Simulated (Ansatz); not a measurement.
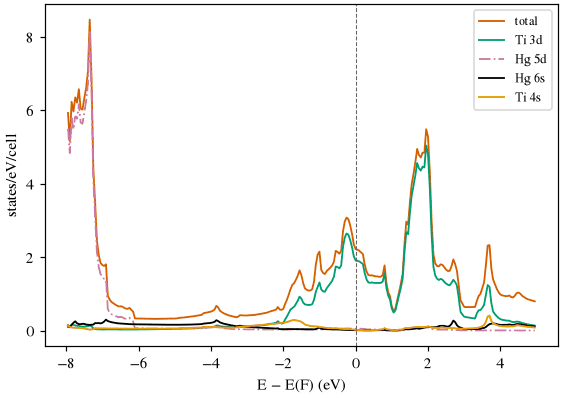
Figure: Total and projected density of states of TiHg (L1₀ or tetragonal B2, space group No. 123), r²SCAN in the plane-wave PAW code Ansatz

### Question
Which orbitals carry the states next to the Fermi level?

### Answer
Within 0.5 eV of the Fermi level: Ti 3d 86 %, outside the projected shells 10 %. Projections are on Löwdin-orthogonalised atomic valence shells; empty p or d shells of many metals are not among them.

### Question
Where is the tallest occupied peak in this window, and what makes it?

### Answer
Near -7.3 eV, about 8.5 states/eV per cell; the largest projected share is Hg 5d.

Space group P4/mmm (L1₀ or tetragonal B2). The workflow started from an entry of the Crystallography Open Database (COD). Whether it is the stable phase at ambient conditions was not checked. The cell was relaxed with r²SCAN under the symmetry of its start; whether a distortion lowers the energy is not shown. No spin polarisation was allowed. Scalar-relativistic: spin–orbit coupling is off unless named, which matters more the heavier the elements.

Potentials: the later of the program's two PAW sets.
